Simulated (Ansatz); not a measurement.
The starting structures come from a database of crystals and need not be the phases stable at ambient conditions.

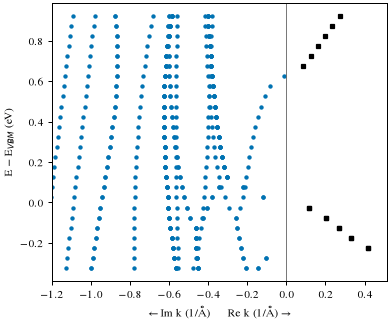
*Complex bands at the centre of the two-dimensional zone; r2SCAN (Ansatz, a quantum-chemistry and plane-wave program)*

The gap is the functional's own, uncorrected, and κ follows it; spin-orbit coupling is left out. Mid-gap values are interpolated between the computed energies.

This is Nb$_{3}$TeI$_{7}$ (P3m1, not sure to be the ambient phase, 11 atoms a cell, 30.9 Å³ an atom, 2 GPa at this level) along the normal of (001). Read off the slowest decay at the centre of the two-dimensional zone at 0.33 eV, the computed energy nearest the middle of the gap.

κ ≈ 0.17 1/Å, a decay length 1/(2κ) of the density of 2.9 Å.
